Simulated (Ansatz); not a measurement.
# Optical response of PbO (Litharge)

Wanted: where PbO (Litharge) starts to absorb, how strongly, and its refractive index. The cell comes from an older database entry, whose edges can differ from later determinations, mostly by under a per cent.

Method: DFT, PBE, plane-wave PAW, default files, scalar-relativistic, independent-particle optical response without local fields, in Ansatz 0.2.0.

The database entry behind the starting cell differs from later determinations by our own check (an axis about 0.4 % long against later determinations), so it need not match the best structure at ambient conditions.

## 1. Set-up

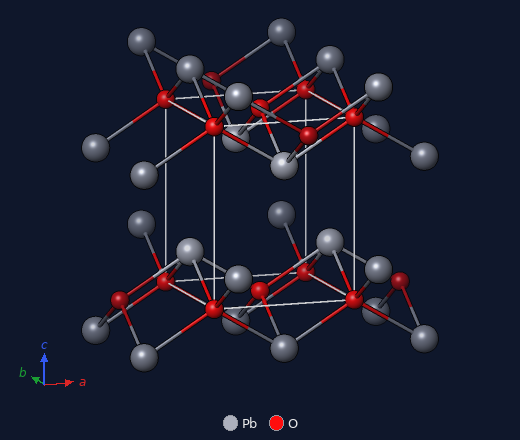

The starting structure, seen slightly off an axis (lead light grey, oxygen red). Some periodic images of atoms are drawn too.

Coordinates:

```cif
data_structure
_symmetry_space_group_name_H-M 'P 1'
_symmetry_Int_Tables_number 1
_cell_length_a 3.9900
_cell_length_b 3.9900
_cell_length_c 5.0100
_cell_angle_alpha 90.000
_cell_angle_beta 90.000
_cell_angle_gamma 90.000
_cell_volume 79.76
loop_
_atom_site_label
_atom_site_type_symbol
_atom_site_fract_x
_atom_site_fract_y
_atom_site_fract_z
_atom_site_occupancy
Pb1 Pb 0.50000 0.00000 0.76000 1
Pb2 Pb 0.00000 0.50000 0.24000 1
O3 O 0.50000 0.50000 0.00000 1
O4 O 0.00000 0.00000 0.00000 1
```

## 2. Ground state and bands

First the ground state: is it a metal or has it a gap?

This step: DFT, PBE, plane-wave PAW, default files, scalar-relativistic, ground state (Ansatz 0.2.0).

Input file input.yaml:

```yaml
crystal:
  lattice:
    - [3.99, 0.0, 0.0]
    - [0.0, 3.99, 0.0]
    - [0.0, 0.0, 5.01]
  atoms:
    - { symbol: Pb, position: [0.5, 0.0, 0.76] }
    - { symbol: Pb, position: [0.0, 0.5, 0.24] }
    - { symbol: O, position: [0.5, 0.5, 0.0] }
    - { symbol: O, position: [0.0, 0.0, 0.0] }
kpoints:
  mp_grid: { grid: [6, 6, 5] }
  band_path:
    path:
      - [[0.0, 0.0, 0.0], [0.0, 0.5, 0.0], [0.5, 0.5, 0.0], [0.0, 0.0, 0.0], [0.0, 0.0, 0.5], [0.0, 0.5, 0.5], [0.5, 0.5, 0.5], [0.0, 0.0, 0.5]]
      - [[0.0, 0.5, 0.0], [0.0, 0.5, 0.5]]
      - [[0.5, 0.5, 0.0], [0.5, 0.5, 0.5]]
    npoints: 5
scf:
  occupations: { method: fermi_dirac, width: 0.05 }
  n_extra_bands: 8
hamiltonian:
  xc: pbe
  pseudopotentials: { kind: paw }
output:
  forces: true
  stress: true
  populations: true
  write_bands: true
```

Run with:

```console
> ansatz run input.yaml --threads 4 --pin off --max-ram 8192MiB --backend cpu --events-out ev --progress --plain --runs-dir out
```

Numbers of over 12 decimals in the logs are rounded to 6 here.

Output:

```text
scf.n_extra_bands = 8 over 20 filled bands (N_el = 40.0): the run solves 28 bands
Engine: ansatz 0.2.0, x86_64-unknown-linux-gnu
Pseudopotentials: kind: paw
Pseudopotential: Pb, paw, valence charge 14, recommended cutoff 420 eV (normal), Pb.paw.azcp
Pseudopotential: O, paw, valence charge 6, recommended cutoff 420 eV (normal), O.paw.azcp
Functional definition: PBE
  parameter kappa = 0.804
  parameter beta = 0.066725
  exchange = pbe_x(kappa = kappa, mu = beta*pi^2/3)
  correlation = pbe_c(beta = beta)
Crystal: 4 atoms, lattice volume = 79.760 Å³
Basis set: ecut = 420 eV, 1569 PW (Γ), exchange–correlation on 54×54×72 points (8 copies of the dense FFT grid, shifted against one another)
Bands: 28, of which v1, the nominal top of the filled ones, is band 20 counted from 1 (19 counted from 0)
Symmetry: 16 space group operations
Space group: P4/nmm (ITA 129), of the structure as read, at distance tolerance 4.3e-5 Å
k-points: 30 of 180
Non-local potential: Pb, projectors of the file, l = 0: 2, l = 1: 2, l = 2: 2, l = 3: 2
Non-local potential: O, projectors of the file, l = 0: 2, l = 1: 2, l = 2: 1
PAW form: soft (Blöchl's): semilocal exchange-correlation on the pseudo side does not see the compensation charge
PAW one-centre angular grid: Pb, 590 points (default); XC on 64 Gauss nodes
PAW one-centre angular grid: O, 110 points (default); XC on 64 Gauss nodes
Initial density: superposition of atomic densities (neutral atoms: chi_scale 0, normalization atom), corrected by the library's trained network
Initial wavefunctions: pseudopotential atomic-orbital guess
Functional: x = pbe(κ = 0.804, μ = 0.219515), c = pbe(β = 0.066725)
SCF iter   1: F=—  HF=-24947.069044 eV  |F-HF|=—  |Δ(HF+E_count)|=         —  Δρ=1.56e-3  dr2=1.53e-3  ethr=1.77e-3  ⟨swp⟩=6.9  Hψ=3996  notcnv=0  defer=4
preconditioner: auto → Resta (q_TF=auto, 2.432 Å⁻¹)  ε∞=3.3  [insulator: Δε(μ)=1.148 eV  Ē_g=17.383 eV  σ=0.050 eV  W_gap=1.00  n_scr=18 (ndim 8)  ℏωp=26.3 eV  f_vac=0.035  D(μ)=0.00/eV (n_scr^D=0)  ε∞_Penn≈3.3]
SCF iter   2: F=—  HF=-24947.070295 eV  |F-HF|=—  |Δ(HF+E_count)|=   1.25e-3  Δρ=7.39e-4  dr2=2.09e-4  ethr=3.84e-6  ⟨swp⟩=2.7  Hψ=1787  notcnv=0  defer=35
SCF iter   3: F=—  HF=-24947.070460 eV  |F-HF|=—  |Δ(HF+E_count)|=   1.65e-4  Δρ=3.11e-4  dr2=5.69e-5  ethr=5.23e-7  ⟨swp⟩=2.7  Hψ=1331  notcnv=0  defer=35
SCF iter   4: F=—  HF=-24947.070445 eV  |F-HF|=—  |Δ(HF+E_count)|=   1.53e-5  Δρ=1.23e-4  dr2=7.57e-6  ethr=1.42e-7  ⟨swp⟩=2.0  Hψ=969  notcnv=0  defer=35
SCF iter   5: F=—  HF=-24947.070449 eV  |F-HF|=—  |Δ(HF+E_count)|=   4.52e-6  Δρ=2.25e-5  dr2=4.66e-7  ethr=1.89e-8  ⟨swp⟩=2.0  Hψ=1012  notcnv=0  defer=35
SCF iter   6: F=-24947.070450 eV  HF=-24947.070450 eV  |F-HF|=4.91e-8  |Δ(HF+E_count)|=   5.50e-7  Δρ=6.20e-6  dr2=4.12e-8  ethr=2.50e-10  ⟨swp⟩=9.9  Hψ=4521  notcnv=0
SCF 1 converged in 6 iterations: F = -24947.070450 eV  dr2 = 4.12e-8
  greatest PAW one-centre occupation: 0.983 electrons in one spin orbital (limit 2), on the Pb atom at site 1 (counted from 0), in its partial waves of l = 2
NSCF: frozen V_eff on 48 k-points
SCF converged after 6 iterations
Free energy (F): -24947.070450 eV
Harris-Foulkes:  -24947.070450 eV  (|F-HF|=4.91e-8)
Internal energy: -24947.070449 eV  (E = F + TS)
E sigma→0 (E₀):  -24947.070450 eV
Entropy (-TS):   -0.000000 eV (-0.000 meV/atom)
Fermi energy:    9.062757 eV
--- Per-component energies (eV) ---
  E_band       = -104.778992
  E_kinetic    = 927.716064
  E_local      = -3095.312145  (includes V_loc(G=0)·N_el)
  E_nonlocal   = 798.280740
  E_hartree    = 1230.193177
  E_xc         = -588.565727
  E_vxc        = -452.566062  (∫ρ·V_xc dr)
  E_paw        = -21129.017422  (= ΣΔE_a)
  E_vpaw       = -743.280100  (= ΣTr[D̂ρ^β])
  E_aug_tail   = 0.004830  (compensation charges beyond the density's cutoff)
  E_ewald      = -3090.369968
  E_smearing   = -0.000000  (= −TS)
  E_closure    = 0.000000  (closes the sum)
  Σ components = -24947.070450   (vs F -24947.070450, Δ=0.00e0)
--- Forces (eV/Å), atoms counted from 1 ---
  atom   1  Pb     0.00000000     0.00000000     0.01118730
  atom   2  Pb     0.00000000     0.00000000    -0.01118730
  atom   3  O      0.00000000     0.00000000     0.00000000
  atom   4  O      0.00000000     0.00000000     0.00000000
  max |Σ_I F_I| component: 1.13e-16 eV/Å
--- Stress (GPa, compression-positive) ---
        3.362838       0.000000       0.000000
        0.000000       3.362838       0.000000
        0.000000       0.000000       2.208820
  P = ⅓ Tr σ = 2.9782 GPa (29.782 kbar)
--- Band table (eV; the first three rows and the last of 30) ---
  k-point 0: bands = [... 16 lower, 6.8217, 6.9045, 6.9045, 8.4724, 10.9004, 14.0129, 14.0129, 14.0870, ... 4 higher]
  k-point 1: bands = [... 16 lower, 6.8070, 6.8959, 6.8959, 8.2517, 10.6553, 13.2002, 13.2002, 13.7113, ... 4 higher]
  k-point 2: bands = [... 16 lower, 6.7843, 6.8789, 6.8789, 7.6703, 10.5273, 12.5072, 12.5072, 12.8538, ... 4 higher]
  k-point 29: bands = [... 16 lower, 6.2680, 6.2680, 7.5109, 7.5109, 11.4588, 11.4588, 13.7141, 13.7141, ... 4 higher]
--- Löwdin populations: 4 sites ---
  site symbol       q [e]
     0     Pb     13.1825
     1     Pb     13.1825
     2      O      6.7446
     3      O      6.7446
  spilling = 0.003641 (of n_electrons = 40.000000)
```

Wall time 4.2 s (4 threads of Intel Xeon at 2.50GHz (Skylake/Cascade Lake), shared host); peak memory 0.42 GiB; 14 s of CPU time.

Numbers from this step:

```
free energy                  : -24947.0704 eV
Fermi energy                 : 9.063 eV
gap by band count            : 1.150 eV
electrons                    : 40
symmetry operations          : 16
pressure                     : 2.978 GPa
volume                       : 79.76 Å³
gap on the path              : 1.145 eV
least direct gap on the path : 2.110 eV
```

There is a gap, 1.15 eV on the path, so no carriers' term is needed. The cell is left with a pressure of 3.0 GPa and forces up to 0.01 eV/Å, as it stands unrelaxed at this level.

The electronic bands at the labelled points (eV, zero at the Fermi level; v1 is the highest filled band, c1 the lowest empty one):

| point | v4 | v3 | v2 | v1 | c1 | c2 | c3 | c4 |
| --- | --- | --- | --- | --- | --- | --- | --- | --- |
| Γ | -2.24 | -2.16 | -2.16 | -0.59 | 1.84 | 4.95 | 4.95 | 5.02 |
| X | -3.49 | -3.49 | -2.24 | -2.24 | 2.80 | 2.80 | 6.02 | 6.02 |
| M | -2.25 | -2.25 | -1.55 | -1.55 | 0.56 | 0.56 | 4.67 | 4.67 |
| Γ | -2.24 | -2.16 | -2.16 | -0.59 | 1.84 | 4.95 | 4.95 | 5.02 |
| Z | -2.28 | -2.19 | -2.19 | -1.53 | 1.47 | 3.35 | 3.35 | 3.64 |
| R | -3.46 | -3.46 | -1.57 | -1.57 | 2.49 | 2.49 | 5.65 | 5.65 |
| A | -2.85 | -2.85 | -1.55 | -1.55 | 2.82 | 2.82 | 4.18 | 4.18 |
| Z | -2.28 | -2.19 | -2.19 | -1.53 | 1.47 | 3.35 | 3.35 | 3.64 |
| jump to X | -3.49 | -3.49 | -2.24 | -2.24 | 2.80 | 2.80 | 6.02 | 6.02 |
| R | -3.46 | -3.46 | -1.57 | -1.57 | 2.49 | 2.49 | 5.65 | 5.65 |
| jump to M | -2.25 | -2.25 | -1.55 | -1.55 | 0.56 | 0.56 | 4.67 | 4.67 |
| A | -2.85 | -2.85 | -1.55 | -1.55 | 2.82 | 2.82 | 4.18 | 4.18 |

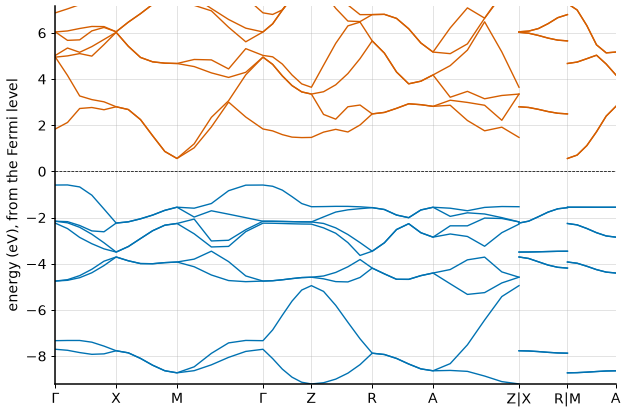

Electronic bands along the path; lines of filled and empty bands in two colours.

## 3. Spectrum

With the density converged, the vertical transitions are summed over the zone.

This step: DFT, PBE, plane-wave PAW, default files, scalar-relativistic, independent-particle optical response without local fields (Ansatz 0.2.0).

input.yaml, the sections that differ from step 2:

```yaml
kpoints:
  mp_grid: { grid: [6, 6, 5] }
scf:
  occupations: { method: fixed }
output:
  optics:
    e_range: [0, 14]
    de: 0.05
    sigma: 0.1
    nscf_kmesh: { grid: [6, 6, 6] }
    bands: { spectra_wanted_up_to: 14 }
# crystal, hamiltonian: as in step 2
```

Output:

```text
[...]
Crystal: 4 atoms, lattice volume = 79.760 Å³
Basis set: ecut = 420 eV, 1569 PW (Γ)
Bands: 24, of which v1, the nominal top of the filled ones, is band 20 counted from 1 (19 counted from 0)
Symmetry: 16 space group operations
[...]
k-points: 30 of 180
[...]
SCF iter   1: F=—  HF=-24947.068909 eV  |F-HF|=—  |Δ(HF+E_count)|=         —  Δρ=1.53e-3  dr2=1.47e-3  ethr=1.77e-3  ⟨swp⟩=5.0  Hψ=2713  notcnv=0  defer=55
[...]
SCF iter   9: F=-24947.070484 eV  HF=-24947.070484 eV  |F-HF|=3.64e-12  |Δ(HF+E_count)|=  3.97e-10  Δρ=9.02e-8  dr2=7.83e-12  ethr=1.00e-12  ⟨swp⟩=4.5  Hψ=3228  notcnv=0
SCF 1 converged in 9 iterations: F = -24947.070484 eV  dr2 = 7.83e-12
[...]
NSCF: frozen V_eff on 40 k-points
output.optics: what the bands over the 48 summed would add to eps1, eps2 and the energy-loss function is held between a lower and an upper bound (9 Lanczos steps). eps1, eps2 and their loss function (loss_summed_bands) are given on every row as the summed bands alone make them. Along an axis, on a row where the two bounds hold the loss function to about 1 % of the greater of itself and 0.5 % of |1/eps|, its cell (loss_completed) is given, with the completed eps1 and eps2 that it is formed of (a cell that is left empty reads nan in the table and null in the record). The two bounds hold it so along every axis on all 281 rows up to 14.000 eV. [rest of the remark cut]
SCF converged after 9 iterations
Free energy (F): -24947.070484 eV
[...]
Internal energy: -24947.070484 eV  (E = F + TS)
E sigma→0 (E₀):  -24947.070484 eV
Fermi energy:    8.472503 eV
[...]
--- Band table (eV; the first three rows and the last of 30) ---
  k-point 0: bands = [... 16 lower, 6.8218, 6.9046, 6.9046, 8.4725, 10.9005, 14.0130, 14.0130, 14.0871]
  k-point 1: bands = [... 16 lower, 6.8071, 6.8960, 6.8960, 8.2519, 10.6554, 13.2003, 13.2003, 13.7114]
  k-point 2: bands = [... 16 lower, 6.7844, 6.8790, 6.8790, 7.6704, 10.5274, 12.5072, 12.5072, 12.8540]
  k-point 29: bands = [... 16 lower, 6.2681, 6.2681, 7.5110, 7.5110, 11.4589, 11.4589, 13.7142, 13.7142]
```

The job ended after 35 s (4 threads; peak memory 0.92 GiB; 2.2 min of CPU time).

Numbers from this step:

| Quantity | Value |
| --- | --- |
| electronic dielectric constant ε∞, mean over x, y and z (by symmetry where fewer were run) | 7.173 |
| absorption onset, first axis (α over 10⁴ cm⁻¹, or the direct gap if that lies higher) | 2.142 eV |
| main peak of Im epsilon, first axis | 3.761 eV |
| photocurrent from vertical transitions in a film 500 nm thick on a perfect mirror (two passes), AM1.5G, no front reflection, all carriers collected | 11.33 mA/cm² |
| least direct gap on the mesh | 2.110 eV |
| bands summed | 48 |
| spectra valid up to | 23.77 eV |
| program's estimate of the k-sum error in Im epsilon | 0.07 % |
| electrons in the f-sum | 24.79 |

The Im ε has structure finer than the step of the table below, so its rows give means over 1 eV, whole bins alone (the curve runs from 0 to 14 eV). Peaks (eV: height): E ∥ x or y 3.8: 15.9; E ∥ z 4.5: 15.6, 7.1: 7.01.

Table of Im ε by photon energy; means over each step:

| photon energy (eV) | E ∥ x or y | E ∥ z |
| --- | --- | --- |
| 1 | 0 | 0 |
| 2 | 0.259 | 0.131 |
| 3 | 3.92 | 3.52 |
| 4 | 13.3 | 10.0 |
| 5 | 7.48 | 8.24 |
| 6 | 5.82 | 4.96 |
| 7 | 4.77 | 5.59 |
| 8 | 2.51 | 2.48 |
| 9 | 2.55 | 1.62 |
| 10 | 2.85 | 2.04 |
| 11 | 1.62 | 2.47 |
| 12 | 0.900 | 1.14 |
| 13 | 0.870 | 0.911 |

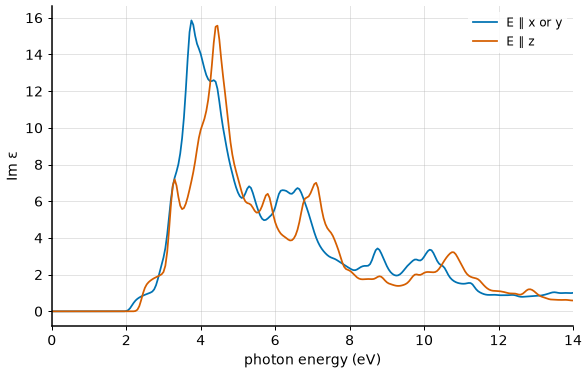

Im ε, plotted against photon energy.

Table of Re ε by photon energy:

| photon energy (eV) | E ∥ x or y | E ∥ z |
| --- | --- | --- |
| 0 | 7.39 | 6.74 |
| 1 | 7.72 | 7.02 |
| 2 | 9.30 | 8.24 |
| 3 | 13.9 | 11.5 |
| 4 | 5.08 | 9.98 |
| 5 | 5.2e-4 | -0.736 |
| 6 | 1.90 | -0.358 |
| 7 | -2.05 | 0.579 |
| 8 | -0.323 | -1.27 |
| 9 | -0.488 | -0.0527 |
| 10 | 0.416 | 0.937 |
| 11 | -0.502 | -0.628 |
| 12 | 0.105 | -0.0679 |
| 13 | 0.654 | 0.0900 |
| 14 | 0.975 | 0.801 |

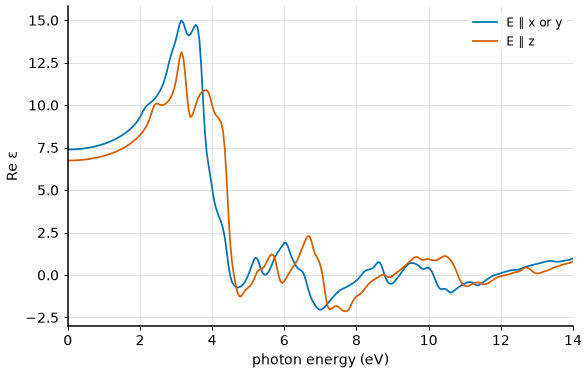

Re ε against photon energy.

[end of part 1 of 2]

[Logs are printed without paths, hosts, clocks, repeated set-up lines and the standing remarks that a program may print on its own settings, such as how far it seeks lower states.]

[Hosts, paths, dates, database ids (printed as entryN), source tags and the programs' standing remarks are cut or masked in the printed files.]
